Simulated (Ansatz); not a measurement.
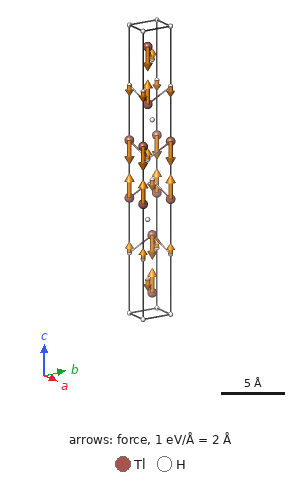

Starting geometry of crystalline Tl2H3 (built on the tetradymite_166 type) (coarse preliminary run) with the computed forces as orange arrows. Style: ball-and-stick. Shown: the conventional cell (3 times the calculation's cell), slightly off an axis. Lengths and directions refer to the drawn axes.

Case: tetradymite type (R-3m, No. 166).

Method: DFT PBE, scalar-relativistic, plane waves, PAW in Ansatz 0.2.0.

Input
```yaml
crystal:
  lattice:
    - [1.689748689, 0.9755768605, 7.8328423082]
    - [-1.689748689, 0.9755768605, 7.8328423082]
    - [0.0, -1.9511537209, 7.8328423082]
  atoms:
    - { symbol: Tl, position: [0.4, 0.4, 0.4] }
    - { symbol: Tl, position: [0.6, 0.6, 0.6] }
    - { symbol: H, position: [0.0, 0.0, 0.0] }
    - { symbol: H, position: [0.2095, 0.2095, 0.2095] }
    - { symbol: H, position: [0.7905, 0.7905, 0.7905] }
basis:
  ecutwfc: 420
kpoints:
  mp_grid: { grid: [6, 6, 6] }
hamiltonian:
  xc: pbe
scf:
  occupations: { method: gaussian, width: 0.1 }
  lower_state_search: "off"
output:
  forces: true
  stress: true
  eigenvalues: true
relax:
  adjacent_minimum: "off"
  f_tol: 0.04
  max_steps: 70
  cell: { stress_tol: 0.4 }
```

Command:
```bash
ansatz run input.yaml --threads 1 --pin off --max-ram 2560MiB --backend cpu --events-out ev --progress --plain --runs-dir out
```

Q: Is this structure relaxed? If not, where do the atoms go?

A: It isn't relaxed: the largest force vector, on Tl atoms, is 1.02 eV/Å. The final displacements follow the starting forces only in part (cosine between the two patterns 0.70). After 7 accepted moves (8 points after the start) the energy has fallen by 168 meV per atom. The largest force component goes from 1 to 0.016 eV/Å. Pressure: 3.91 GPa at the start and 0.14 GPa at the end. At 1 point the geometry stayed and the basis and grid were re-selected for the new cell (energy shift of 2.6 meV per atom at most each time). The largest moves relative to the cell, 0.52 Å, are those of H4 and H5. H4 goes along +c. By element the largest moves are H 0.52 Å, Tl 0.19 Å. The drawn cell changes as follows: a = b 3.379 → 3.773 Å (+11.7 %), c 23.499 → 20.600 Å (−12.3 %); the volume changes by +9.3 %. Some distances before and after: Tl1–H5 2.369 → 2.227 Å. The space group stays R-3m (No. 166). The run took 25 s on 1 thread of Arm Neoverse V1, with other jobs on the host, peak memory 0.36 GiB.
